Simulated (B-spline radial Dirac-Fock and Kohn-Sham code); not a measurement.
Cu¹²⁺, configuration [Ne] 3s2 3p5. Level of theory: independent-particle Coulomb rates on relativistic LDA orbitals, configuration-average energies from Dirac–Fock; calculated with a B-spline radial atomic code.

Predict the main features of the following plot. Auger groups that fill an L1 (2s) hole, broadened by 0.40 eV full width and differentiated. Kinetic energies count from the vacuum level; very weak lines are left out.

The strongest group is L1-M1M3 at 612.1 eV (54 % of the non-radiative width), followed by L1-M1M2 at 608.3 eV (27 %), L1-M1M1 at 554.6 eV (17 %), L1-M3M3 at 662.4 eV (1.1 %). The lines shown span 554.6 eV to 662.4 eV.

Here it is:

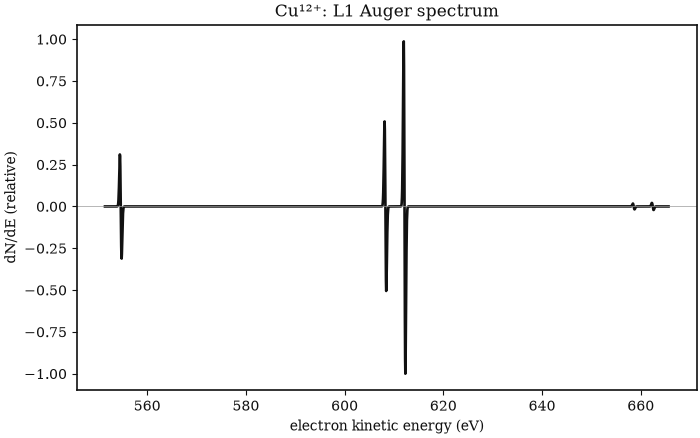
